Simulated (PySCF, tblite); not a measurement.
# C₃H₆BFOS₂: geometry, infrared bands and NMR shifts

Wanted: the infrared bands and NMR shifts of C₃H₆BFOS₂ (`CO[C@@H]1SBS[C@@H]1F`), by calculation.

The runs use tblite 0.8.0 and PySCF 2.14.0, with density-fitted response routines of our own; the level of theory stands in each step. All values are computed, except where a source is named. Atoms are numbered from 0 throughout.

## Step 1: Starting geometry

14 atoms, charge 0, multiplicity 1; geometry from: force field or distance geometry start.

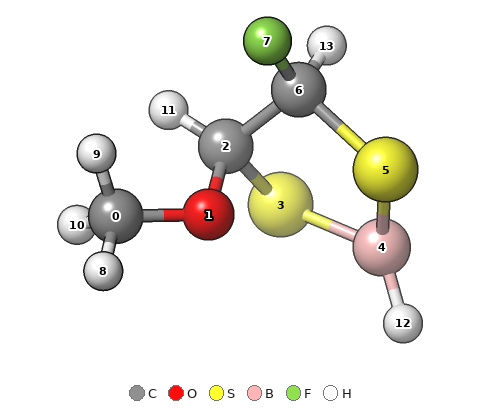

As it starts; carbon grey, oxygen red, sulfur yellow, boron pink, fluorine green, hydrogen white, atoms numbered.

## Step 2: Optimising the geometry with GFN2-xTB

Job settings and geometry (Å):

```
{"job": {"kind": "relax", "xc": "GFN2-xTB", "basis": "xTB"}, "charge": 0, "multiplicity": 1}
C      1.664800     0.797900     0.924000
O      0.340500     0.669500     0.491700
C      0.281200    -0.491000    -0.268000
S     -0.279400     0.103100    -1.931700
B     -1.958900     0.804100    -1.365700
S     -2.268400    -0.109100     0.263700
C     -0.884900    -1.287600     0.263000
F     -0.611800    -1.809800     1.516600
H      1.690100     1.733200     1.545600
H      1.874300    -0.030900     1.619100
H      2.401500     0.812100     0.121300
H      1.202400    -1.037700    -0.389300
H     -2.317700     1.927300    -1.504400
H     -1.134500    -2.081700    -0.467900
```

Command:

```bash
> OMP_NUM_THREADS=1 python probes_run.py task.json out
```

The driver reads the jobs from task.json and runs them one after another.

Log:

```text
step      E/eV     max force
  0    -707.54066    2.964
  1    -707.85354    2.162
  2    -708.12603    1.225
  3    -708.24131    0.877
  4    -708.32956    0.669
  5    -708.35679    0.428
  6    -708.37892    0.338
  7    -708.39192    0.272
  8    -708.40436    0.348
  9    -708.41797    0.347
 10    -708.43418    0.307
 11    -708.45198    0.378
 12    -708.46822    0.324
 13    -708.48068    0.283
 14    -708.48992    0.255
 15    -708.49685    0.210
 16    -708.50222    0.171
 17    -708.50686    0.177
 18    -708.51181    0.219
 19    -708.51754    0.224
 20    -708.52347    0.210
 21    -708.52882    0.188
 22    -708.53365    0.184
 23    -708.53869    0.196
 24    -708.54436    0.195
 25    -708.55036    0.193
 26    -708.55588    0.163
 27    -708.56026    0.145
 28    -708.56374    0.124
 29    -708.56669    0.138
 30    -708.56887    0.113
 31    -708.57035    0.096
 32    -708.57149    0.102
 33    -708.57252    0.074
 34    -708.57337    0.064
 35    -708.57405    0.065
 36    -708.57474    0.062
 37    -708.57554    0.074
 38    -708.57644    0.096
 39    -708.57744    0.108
 40    -708.57855    0.102
 41    -708.57973    0.093
 42    -708.58085    0.088
 43    -708.58184    0.101
 44    -708.58278    0.092
 45    -708.58386    0.088
 46    -708.58519    0.109
 47    -708.58682    0.098
 48    -708.58852    0.109
 49    -708.59024    0.118
 50    -708.59215    0.139
 51    -708.59472    0.124
 52    -708.59723    0.154
 53    -708.60016    0.173
 54    -708.60235    0.142
 55    -708.60539    0.095
 56    -708.60747    0.096
 57    -708.60908    0.124
 58    -708.61017    0.111
 59    -708.61098    0.087
 60    -708.61167    0.098
 61    -708.61271    0.088
 62    -708.61440    0.101
 63    -708.61592    0.106
 64    -708.61797    0.115
 65    -708.61989    0.130
 66    -708.62252    0.132
 67    -708.62548    0.156
 68    -708.62755    0.222
 69    -708.63018    0.175
 70    -708.63226    0.100
 71    -708.63404    0.134
 72    -708.63512    0.133
 73    -708.63591    0.066
 74    -708.63615    0.034
 75    -708.63624    0.026
 76    -708.63632    0.024
 77    -708.63642    0.024
 78    -708.63648    0.019
 79    -708.63651    0.018
 80    -708.63654    0.019
 81    -708.63657    0.020
 82    -708.63661    0.018
 83    -708.63665    0.015
 84    -708.63670    0.021
 85    -708.63676    0.025
 86    -708.63682    0.025
 87    -708.63687    0.017
 88    -708.63691    0.018
 89    -708.63694    0.018
 90    -708.63697    0.014
 91    -708.63701    0.014
 92    -708.63705    0.014
 93    -708.63708    0.015
 94    -708.63711    0.017
 95    -708.63714    0.018
 96    -708.63720    0.025
 97    -708.63727    0.028
 98    -708.63734    0.020
 99    -708.63737    0.012
100    -708.63738    0.009
```

It took 2.1 s on 1 thread of Intel Xeon at 2.50GHz, shared host.

Step by step: (not every step is listed)

| step | energy from step 0 (eV) | largest force (eV/Å) |
| --- | --- | --- |
| 0 | 0.0000 | 2.9642 |
| 1 | -0.3129 | 2.1622 |
| 2 | -0.5854 | 1.2249 |
| 3 | -0.7006 | 0.8775 |
| 4 | -0.7889 | 0.6689 |
| 5 | -0.8161 | 0.4277 |
| 6 | -0.8383 | 0.3384 |
| 7 | -0.8513 | 0.2716 |
| 8 | -0.8637 | 0.3477 |
| 16 | -0.9616 | 0.1707 |
| 24 | -1.0037 | 0.1948 |
| 32 | -1.0308 | 0.1022 |
| 40 | -1.0379 | 0.1020 |
| 48 | -1.0479 | 0.1091 |
| 56 | -1.0668 | 0.0955 |
| 64 | -1.0773 | 0.1150 |
| 72 | -1.0945 | 0.1330 |
| 80 | -1.0959 | 0.0189 |
| 88 | -1.0962 | 0.0185 |
| 95 | -1.0965 | 0.0178 |
| 96 | -1.0965 | 0.0250 |
| 97 | -1.0966 | 0.0280 |
| 98 | -1.0967 | 0.0205 |
| 99 | -1.0967 | 0.0116 |
| 100 | -1.0967 | 0.0087 |

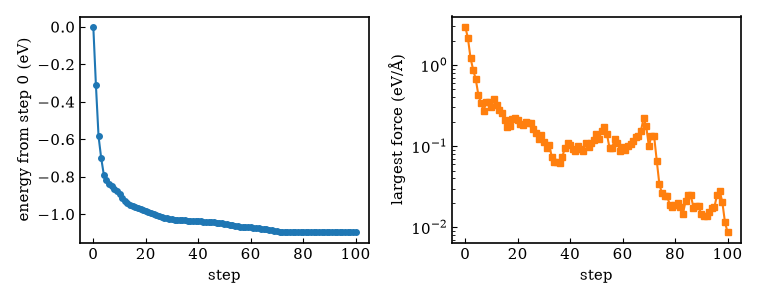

Energy and largest force along the relaxation.

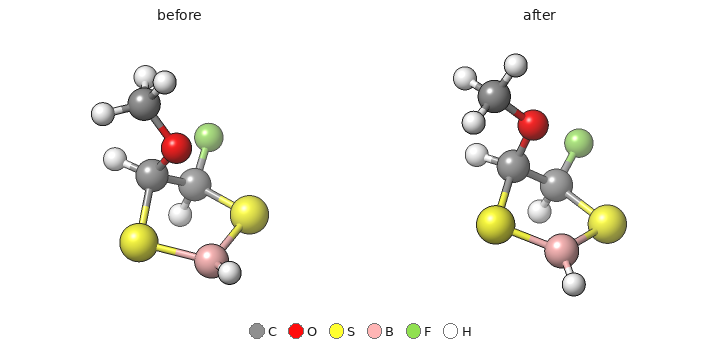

Before and after, at one scale.

Distances of close pairs at the start and the end, largest changes first:

| bond | before (Å) | after (Å) | change (Å) |
| --- | --- | --- | --- |
| S3–B4 | 1.906 | 1.780 | -0.126 |
| B4–S5 | 1.893 | 1.771 | -0.123 |
| C0–H8 | 1.123 | 1.087 | -0.036 |
| C6–F7 | 1.385 | 1.354 | -0.031 |
| S5–C6 | 1.817 | 1.846 | +0.029 |
| B4–H12 | 1.187 | 1.160 | -0.027 |
| C2–H11 | 1.078 | 1.100 | +0.022 |
| C2–C6 | 1.509 | 1.526 | +0.017 |

The next job starts from the end point, and lists it.

## Step 3: Harmonic vibrations with GFN2-xTB

Job settings and geometry (Å):

```
{"job": {"kind": "ir", "xc": "GFN2-xTB", "basis": "xTB"}, "charge": 0, "multiplicity": 1}
C      1.831598     0.863076     0.922023
O      0.520220     0.344822     0.957122
C      0.218118    -0.523771    -0.065356
S     -0.071244     0.396722    -1.661401
B     -1.771094     0.788402    -1.306813
S     -2.513890    -0.107984     0.027212
C     -1.082992    -1.251575     0.258333
F     -1.051642    -1.737472     1.522028
H      1.920785     1.515837     1.786801
H      2.570388     0.057202     0.985887
H      1.998296     1.434497     0.003105
H      1.031078    -1.238275    -0.260176
H     -2.364976     1.562548    -1.935114
H     -1.235322    -2.104501    -0.415744
```

Log:

```text
mode    cm-1     km/mol
  1      65.2      1.74
  2     106.9      3.57
  3     161.0      0.59
  4     170.5      0.24
  5     216.0      8.41
  6     275.5      4.81
  7     306.8      9.85
  8     371.9      5.78
  9     396.2      1.46
 10     432.5      4.49
 11     632.6      5.76
 12     657.7     62.67
 13     693.6      9.32
 14     722.5     20.41
 15     736.9      5.24
 16     789.4     30.41
 17     947.3     43.30
 18     974.4    126.45
 19    1039.9     40.98
 20    1070.9     90.55
 21    1116.5    105.73
 22    1131.0     19.98
 23    1144.6     33.79
 24    1162.5     13.30
 25    1207.4     30.55
 26    1273.7     11.60
 27    1294.2     29.26
 28    1399.6      3.18
 29    1458.2     10.53
 30    1472.6      4.12
 31    2742.8     44.79
 32    2873.0     23.38
 33    2908.5     15.27
 34    2933.0     33.06
 35    2947.3     22.52
 36    3043.7      5.99
```

Run time: 1.6 s. Hardware: 1 thread of Intel Xeon at 2.50GHz, shared host.

Which atoms move in the most intense modes:

| cm⁻¹ | km/mol | atoms |
| --- | --- | --- |
| 658 | 62.7 | H12 61 %, B4 20 % |
| 947 | 43.3 | C2 33 %, H13 13 %, O1 13 %, H8 11 % |
| 974 | 126.5 | H12 47 %, B4 35 % |
| 1040 | 41.0 | C6 31 %, C2 20 %, C0 16 %, O1 13 % |
| 1071 | 90.5 | C6 38 %, F7 23 %, H13 13 %, O1 10 % |
| 1116 | 105.7 | H11 37 %, O1 25 %, C2 14 %, C0 13 % |
| 1145 | 33.8 | H8 25 %, H13 16 %, C0 13 %, O1 11 % |
| 2743 | 44.8 | H12 92 % |

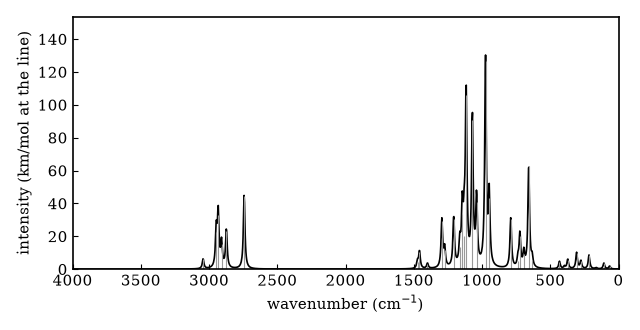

The infrared spectrum from these modes, unscaled. Lines are broadened to a width of 14 cm⁻¹ (Lorentzian).

## Step 4: Shielding tensors: PBE0/pcSseg-1

The job, as its differences from that of step 3:

```diff
@@ -1,2 +1,2 @@
-{"job": {"kind": "ir", "xc": "GFN2-xTB", "basis": "xTB"}, "charge": 0, "multiplicity": 1}
+{"job": {"kind": "nmr", "xc": "PBE0", "basis": "pcSseg-1"}, "charge": 0, "multiplicity": 1}
 C      1.831598     0.863076     0.922023
```

Level: GIAO PBE0/pcSseg-1 NMR shielding, non-relativistic, gas phase.

Log:

```text
coarse grid: 13488 points
cycle   1  E = -1113.4094978509  dE =  1.211e+00  |g| = 6.961e-01  |ddm| = 3.485e+00
cycle   2  E = -1113.2862828199  dE =  1.232e-01  |g| = 1.097e+00  |ddm| = 1.352e+00
cycle   3  E = -1113.4991631944  dE = -2.129e-01  |g| = 6.398e-02  |ddm| = 8.775e-01
cycle   4  E = -1113.4999094669  dE = -7.463e-04  |g| = 2.869e-02  |ddm| = 9.783e-02
cycle   5  E = -1113.5000858622  dE = -1.764e-04  |g| = 9.264e-03  |ddm| = 4.106e-02
cycle   6  E = -1113.5001034217  dE = -1.756e-05  |g| = 3.457e-03  |ddm| = 1.283e-02
cycle   7  E = -1113.5001060679  dE = -2.646e-06  |g| = 5.637e-04  |ddm| = 3.997e-03
final grid: 123368 points
cycle   8  E = -1113.5670581247  dE = -3.295e-05  |g| = 1.212e-02  |ddm| = 3.015e-02
cycle   9  E = -1113.5670297753  dE =  2.835e-05  |g| = 1.697e-02  |ddm| = 2.192e-02
cycle  10  E = -1113.5670885524  dE = -5.878e-05  |g| = 1.403e-03  |ddm| = 1.326e-02
cycle  11  E = -1113.5670889584  dE = -4.060e-07  |g| = 2.318e-04  |ddm| = 1.422e-03
cycle  12  E = -1113.5670889694  dE = -1.093e-08  |g| = 8.645e-05  |ddm| = 3.090e-04
cycle  13  E = -1113.5670889711  dE = -1.775e-09  |g| = 2.541e-05  |ddm| = 1.102e-04
cycle  14  E = -1113.5670889713  dE = -1.444e-10  |g| = 6.138e-06  |ddm| = 2.293e-05
converged SCF energy = -1113.5670889713

GIAO shielding tensors (ppm)
atom      isotropic    diamagn.    paramagn.     s11        s22        s33       span
  0 C      128.535     245.044    -116.509     94.480    107.370    183.755     89.275
  1 O      278.656     398.101    -119.446    222.466    296.365    317.136     94.670
  2 C       89.217     250.216    -160.998     61.720     93.567    112.365     50.645
  3 S      372.541    1058.276    -685.735    231.118    409.111    477.393    246.274
  4 B       41.326     196.489    -155.163     -8.403     15.349    117.034    125.437
  5 S      364.464    1055.917    -691.453    200.959    386.563    505.871    304.912
  6 C       76.088     243.420    -167.332     23.690     79.992    124.582    100.892
  7 F      378.020     471.367     -93.347    341.268    376.863    415.930     74.663
  8 H       27.898      28.538      -0.639     23.579     25.443     34.673     11.094
  9 H       28.612      29.168      -0.557     24.524     25.929     35.382     10.857
 10 H       27.966      29.677      -1.710     23.222     27.046     33.631     10.409
 11 H       26.688      32.012      -5.324     23.863     25.508     30.695      6.833
 12 H       25.051      27.992      -2.941     24.273     24.954     25.924      1.651
 13 H       25.220      29.081      -3.861     22.794     24.788     28.078      5.284
```

Run time: 78 s. Hardware: 1 thread of Intel Xeon at 2.50GHz, shared host; peak memory 0.82 GiB.

The references, computed at this level on geometries of the same kind, shield at (ppm): ¹H TMS 31.72, ¹³C TMS 186.9, ¹⁹F CFCl3 170.9, ¹⁷O H2O 336.1, ¹¹B BF3·OEt2 100.1, ³³S CS2 504. Their shielding less the atom's gives the shift. The references are single molecules in the gas phase, so shifts against H2O, NH3, PH3, H3PO4 or CFCl3 are not on the usual liquid scales and can be off by tens of ppm. Atoms listed in one row are averaged.

| atoms | environment | σ (ppm) | δ (ppm) | δ scaled to CDCl3 |
| --- | --- | --- | --- | --- |
| C6 | sp3 CH bonded to F and S | 76.1 | 110.8 | 101.9 |
| C2 | sp3 CH bonded to O and S | 89.2 | 97.7 | 89.0 |
| C0 | methyl carbon bonded to O | 128.5 | 58.4 | 55.1 |
| H12 | hydrogen on a boron bonded to 2 S, in a 5-membered ring | 25.05 | 6.67 | – |
| H13 | hydrogen on an sp3 CH bonded to F and S | 25.22 | 6.50 | 6.23 |
| H11 | hydrogen on an sp3 CH bonded to O and S | 26.69 | 5.03 | 4.85 |
| H8, H9, H10 | hydrogen on a methyl carbon bonded to O | 28.16 | 3.56 | 3.46 |
| O1 | ether oxygen | 278.7 | 57.4 | – |
| S5 | sulfur bonded to C, B, in a 5-membered ring | 364 | 139 | – |
| S3 | sulfur bonded to C, B, in a 5-membered ring | 373 | 131 | – |
| B4 | boron bonded to 2 S, H, in a 5-membered ring | 41.3 | 58.7 | – |
| F7 | fluorine on an sp3 carbon | 378.0 | -207.1 | – |

The scaled column applies a straight-line fit of computed shieldings to shifts measured in CDCl3, with any fitted terms for Cl, Br or S neighbours, and one for carbons that bear F (root-mean-square error 0.16 ppm for H, 1.9 ppm for C).

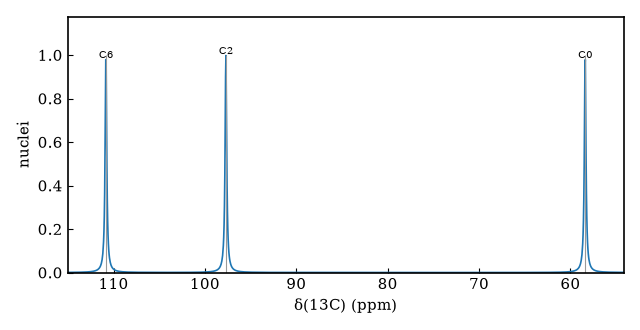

¹³C lines at the computed shifts, without couplings. Lines are broadened to a width of 0.21 ppm (Lorentzian).

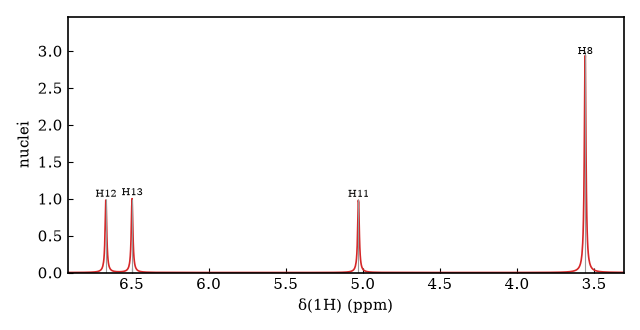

¹H lines at the computed shifts, without couplings. Lines are broadened to a width of 0.01 ppm (Lorentzian).

Charges from the same density, by scheme (e):

| atoms | Mulliken | IAO | Hirshfeld | ESP fit |
| --- | --- | --- | --- | --- |
| C0 | -0.02 | -0.21 | -0.04 | -0.12 |
| O1 | -0.45 | -0.36 | -0.13 | -0.17 |
| C2 | -0.11 | 0.00 | 0.03 | -0.12 |
| S3 | -0.10 | 0.06 | -0.03 | -0.18 |
| B4 | 0.12 | -0.23 | 0.04 | 0.11 |
| S5 | -0.06 | 0.13 | -0.01 | -0.13 |
| C6 | 0.18 | 0.10 | 0.06 | 0.10 |
| F7 | -0.29 | -0.28 | -0.10 | -0.14 |

Hirshfeld charges:

C0 -0.04; O1 -0.13; C2 0.03; S3 -0.03; B4 0.04; S5 -0.01; C6 0.06; F7 -0.10; H8 0.06; H9 0.04; H10 0.03; H11 0.04; H12 -0.05; H13 0.05

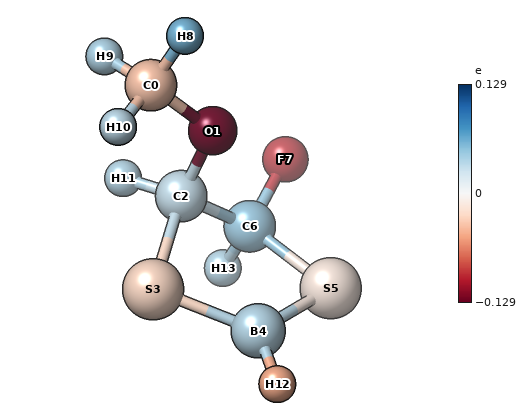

Hirshfeld charges, as colours on the atoms.

Mayer bond orders: C0–O1 0.91, O1–C2 0.96, C2–S3 1.01, S3–B4 1.14, B4–S5 1.21, S5–C6 0.97, C6–F7 0.93, C6–C2 0.96.

Ring of atoms C2, S3, B4, S5, C6: NICS(0) -5.5, NICS(1) -4.0, NICS(1)zz -0.8 ppm (means of both faces).

## Step 5: Results

```
                                                              quantity                       value
                             strongest single infrared mode (GFN2-xTB)        974 cm⁻¹, 126 km/mol
                                          zero-point energy (GFN2-xTB)               58.4 kcal/mol
                                ¹³C shifts against TMS (PBE0/pcSseg-1)       110.8, 97.7, 58.4 ppm
¹H shifts against TMS (PBE0/pcSseg-1, means over atoms taken as alike)  6.67, 6.50, 5.03, 3.56 ppm
                                ¹⁷O shifts against H2O (PBE0/pcSseg-1)                    57.4 ppm
                                ³³S shifts against CS2 (PBE0/pcSseg-1)                139, 131 ppm
                           ¹¹B shifts against BF3·OEt2 (PBE0/pcSseg-1)                    58.7 ppm
                              ¹⁹F shifts against CFCl3 (PBE0/pcSseg-1)                  -207.1 ppm
```

Over 100 steps the energy fell by 1.097 eV; of the close pairs, S3–B4 changed most, 1.906 to 1.780 Å. All 36 modes are real, so the xTB geometry is a minimum. The strongest single mode, at 974 cm⁻¹, moves mainly H12 and B4. Unscaled tight-binding wavenumbers are off by several per cent, some by more. Its intensities can rank the bands wrongly. C6 (sp3 CH bonded to F and S) lies farthest downfield among carbon, at 110.8 ppm; deshielded by the electronegative neighbour. At PBE0/pcSseg-1: The widest tensor belongs to S5: span 305 ppm, with a paramagnetic part of -691 ppm.
